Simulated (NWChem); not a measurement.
# H2CO (formaldehyde): levels of theory compared

Wanted: a comparison of 6 runs (CAM-B3LYP/def2-TZVPP, B2PLYP/def2-TZVPP, BLYP/def2-TZVPP, M06-L/def2-TZVPP, CCSD/def2-TZVPP, CCSD(T)/def2-TZVPP) of H2CO (formaldehyde). 

The results are computed with NWChem 7.3.0.

## 1. The molecule

The species is H2CO (4 atoms), meant as a singlet with charge 0. SMILES: `C=O`. The C1–H3 distance was set to 1.441 Å, away from the relaxed value.

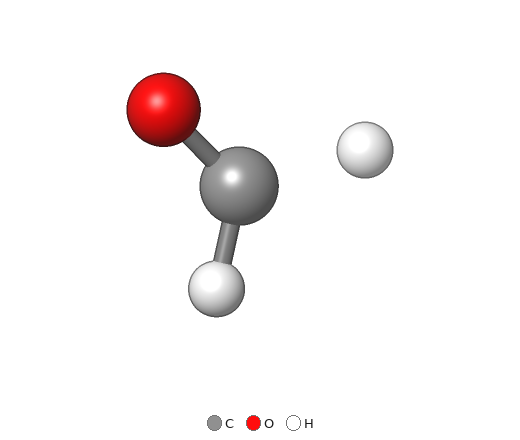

Viewed from a chosen angle; carbon grey, oxygen red, hydrogen white.

## 2. The energy at CAM-B3LYP/def2-TZVPP (run 1)

ch2o.xyz

```xyz
4
CH2O
C      0.159805    -0.170776     0.232868
O      0.854605     0.375824     1.037468
H     -0.544800     0.559700    -0.790500
H      0.018305    -1.270476     0.228668
```

run.py

```python
from ase.io import read
from ase.calculators.nwchem import NWChem

system = read('ch2o.xyz')

calc = NWChem(
    label='ch2o',
    theory='dft',
    memory='2200 mb',
    basis='def2-TZVPP',
    basispar='spherical bse',
    dft={'xc': 'xcamb88 1.00 lyp 0.81 vwn_5 0.19 hfexch 1.00', 'cam': '0.33 cam_alpha 0.19 cam_beta 0.46', 'mult': '1', 'grid': 'fine', 'convergence': 'energy 1e-08', 'direct': None, 'iterations': '100', 'mulliken': None, 'print': 'low'},
    task='energy',
)
system.calc = calc

print("Total energy (eV):", round(system.get_potential_energy(), 6))
```

On the command line:

```
$ export ASE_NWCHEM_COMMAND="nwchem PREFIX.nwi > PREFIX.nwo"
$ python run.py
```

Output:

```text
Total energy (eV): -3114.888257
```

The calculator wrote ch2o.nwi:

```
title "ch2o"

permanent_dir ch2o

scratch_dir ch2o

start ch2o

geometry units angstrom nocenter noautosym noautoz
  C  1.5980500000000000e-01 -1.7077600000000001e-01 2.3286799999999999e-01
  O  8.5460499999999995e-01 3.7582399999999999e-01 1.0374680000000001e+00
  H  -5.4479999999999995e-01 5.5969999999999998e-01 -7.9049999999999998e-01
  H  1.8304999999999998e-02 -1.2704759999999999e+00 2.2866800000000001e-01
end

memory 2200 mb

basis spherical bse noprint
   * library def2-TZVPP
end

dft
  xc xcamb88 1.00 lyp 0.81 vwn_5 0.19 hfexch 1.00
  cam 0.33 cam_alpha 0.19 cam_beta 0.46
  mult 1
  grid fine
  convergence energy 1e-08
  direct
  iterations 100
  mulliken
  print low
end

task dft energy
```

ch2o.nwo:

```text
Northwest Computational Chemistry Package (NWChem) 7.3.0
             --------------------------------------------------------

           Job information
           ---------------

    nwchem branch   = 7.3.0
    use scalapack   = T
    input           = ch2o.nwi
    prefix          = ch2o.
    data base       = ch2o/ch2o.db
    status          = startup
    nproc           =        1

           Memory information
           ------------------

    heap     =     72089596 doubles =      550.0 Mbytes
    stack    =     72089601 doubles =      550.0 Mbytes
    global   =    144179200 doubles =     1100.0 Mbytes (distinct from heap & stack)
    total    =    288358397 doubles =     2200.0 Mbytes
    verify   = yes
    hardfail = no

           Directory information
           ---------------------

  0 permanent = ch2o
  0 scratch   = ch2o

                                NWChem Input Module
                                -------------------

                                       ch2o
                                       ----

[... 24 lines left out ...]
            Nuclear Dipole moment (a.u.)
[... 60 lines left out ...]
   convergence    iter        energy       DeltaE   RMS-Dens  Diis-err    time
[... 11 lines left out ...]
         Total DFT energy =     -114.470033027610
      One electron energy =     -215.858152113498
           Coulomb energy =       85.459992904745
    Exchange-Corr. energy =      -14.564559604901
 Nuclear repulsion energy =       30.492685786045
[... 1 line left out ...]
 Numeric. integr. density =       15.999999978729

     Total iterative time =     19.7s

     ---------------------------------------------
      Total Density - Mulliken Population Analysis
     ---------------------------------------------

    Atom       Charge   Shell Charges
 -----------   ------   -------------------------------------------------------
    1 C    6     5.92   0.86  1.12  0.56  0.60  0.17  1.20  1.03  0.24  0.04  0.11  0.01
    2 O    8     8.20   0.79  1.18  0.62  0.88  0.35  1.89  1.74  0.73  0.00  0.03  0.00
    3 H    1     0.99   0.20  0.49  0.28  0.00  0.02  0.00
    4 H    1     0.88   0.27  0.46  0.13  0.01  0.02  0.00

     -------------------------------------------
      Total Density - Lowdin Population Analysis
     -------------------------------------------

    Atom       Charge   Shell Charges
 -----------   ------   -------------------------------------------------------
    1 C    6     6.16   0.91  1.03  0.38  0.36  0.23  1.01  1.13  0.51  0.06  0.45  0.08
    2 O    8     7.85   0.87  1.09  0.53  0.59  0.35  1.72  1.77  0.86  0.00  0.07  0.01
    3 H    1     0.97   0.20  0.42  0.27  0.00  0.06  0.01
    4 H    1     1.02   0.25  0.41  0.19  0.02  0.12  0.03

 Task  times  cpu:       19.9s     wall:       19.9s
 Total times  cpu:       19.9s     wall:       19.9s
```

Wall time 21 s (1 thread of Intel Xeon 6975P-C (Granite Rapids), shared host); peak memory 0.11 GiB.

## 3. The energy at B2PLYP/def2-TZVPP (run 2)

ch2o.nw

```
start ch2o
title "CH2O B2PLYP"
memory total 2200 mb
charge 0
geometry units angstroms noautosym nocenter noautoz
   C     0.159805   -0.170776    0.232868
   O     0.854605    0.375824    1.037468
   H    -0.544800    0.559700   -0.790500
   H     0.018305   -1.270476    0.228668
end
basis spherical bse
   * library def2-TZVPP
end
dft
   xc hfexch 0.53 becke88 0.47 lyp 0.73 mp2 0.27
   dftmp2 semidirect
   grid fine
   convergence energy 1e-08
   maxiter 100
   mulliken
   print medium
end
mp2
   freeze core 2
end
task dft energy
```

On the command line:

```
$ nwchem ch2o.nw > ch2o.out
```

Output:

```text
[...]
          Wavefunction type:  closed shell.
          No. of atoms     :     4
          No. of electrons :    16
[...]
          Charge           :     0
          Spin multiplicity:     1
[...]
          AO basis - number of functions:    90
[...]
              XC Information
              --------------
                     Hartree-Fock (Exact) Exchange  0.530
                    Becke 1988 Exchange Functional  0.470
              Lee-Yang-Parr Correlation Functional  0.730
[...]
 d= 0,ls=0.0,diis     1   -114.2180311281 -1.45D+02  8.35D-03  7.00D-01     0.7
[...]
 d= 0,ls=0.0,diis     8   -114.3014970540 -3.02D-09  2.12D-06  3.08D-07     4.9
         Total DFT energy =     -114.301497054039
      One electron energy =     -215.815270510644
           Coulomb energy =       85.422615534191
    Exchange-Corr. energy =      -14.401527863632
 Nuclear repulsion energy =       30.492685786045
[...]
      Total Density - Mulliken Population Analysis
     ---------------------------------------------
    Atom       Charge   Shell Charges
 -----------   ------   -------------------------------------------------------
    1 C    6     5.85   0.86  1.12  0.55  0.59  0.15  1.15  1.04  0.22  0.04  0.11  0.01
    2 O    8     8.27   0.79  1.18  0.61  0.92  0.34  1.86  1.82  0.72  0.00  0.03  0.00
    3 H    1     0.99   0.20  0.50  0.27  0.00  0.02  0.00
    4 H    1     0.90   0.27  0.48  0.12  0.01  0.02  0.00
[...]
  Basis functions       =     90
[...]
```

Wall time 6.6 s (1 thread of Intel Xeon 6975P-C (Granite Rapids), shared host); peak memory 0.18 GiB.

Runs 3 to 5 aren't shown in full; the table further down has their settings and results.

## 4. The energy at CCSD(T)/def2-TZVPP (run 6)

ch2o.nw

```
START ch2o
TITLE "CH2O energy"
memory total 2200 mb
GEOMETRY units angstrom noautosym nocenter noautoz
 C        0.159805      -0.170776       0.232868
 O        0.854605       0.375824       1.037468
 H       -0.544800       0.559700      -0.790500
 H        0.018305      -1.270476       0.228668
END
BASIS spherical bse
 * library def2-TZVPP
END
SCF
 thresh 1e-08
 maxiter 80
 print low
END
CCSD
 freeze core 2
 maxiter 60
END
TASK ccsd(t)
```

On the command line:

```
$ nwchem ch2o.nw > ch2o.out
```

Output:

```text
[...]
  functions       =    90
[...]
  wavefunction    = RHF
[...]
         Total SCF energy =   -113.875228045480
      One-electron energy =   -215.693550825612
      Two-electron energy =     71.325636994087
 Nuclear repulsion energy =     30.492685786045
        Time for solution =      6.3s
[...]
 Total MP2 energy:           -114.274791224418109
[...]
             energy      energy      error      ampl     ampl      Block
                                                time     time      time
[...]
 Total CCSD energy:           -114.285765917234158
[...]
 Total CCSD+T(CCSD) energy:           -114.304976512170143
[...]
 Total CCSD(T) energy:                -114.303654779615357
[...]
```

Wall time 63 s (1 thread of Intel Xeon 6975P-C (Granite Rapids), shared host); peak memory 0.18 GiB.

## 5. All runs side by side

| run | level | frozen core orbitals | integration grid | energy (Eh) | wall time |
| --- | --- | --- | --- | --- | --- |
| 1 | CAM-B3LYP/def2-TZVPP | – | fine | -114.470033 | 21 s |
| 2 | B2PLYP/def2-TZVPP | 2 | fine | -114.434193 | 6.6 s |
| 3 | BLYP/def2-TZVPP | – | fine | -114.500381 | 6.6 s |
| 4 | M06-L/def2-TZVPP | – | fine | -114.502487 | 9.9 s |
| 5 | CCSD/def2-TZVPP | 2 | – | -114.285766 | 57 s |
| 6 | CCSD(T)/def2-TZVPP | 2 | – | -114.303655 | 63 s |

## 6. Outcome

| quantity | value |
| --- | --- |
| run 6: total energy | -114.30365 Eh |
| run 6: correlation energy (2 core orbitals frozen) | -428.4 mEh |
| run 6: (T) correction | -17.89 mEh |

Over runs 2, 3, 4 the dipole moment (its size) runs from 1.83 D (M06-L/def2-TZVPP) to 2.23 D (B2PLYP/def2-TZVPP). A double hybrid's value is that of its SCF part. Totals of different functionals can't be ranked against each other. All runs together took 2.7 min, the longest 63 s.
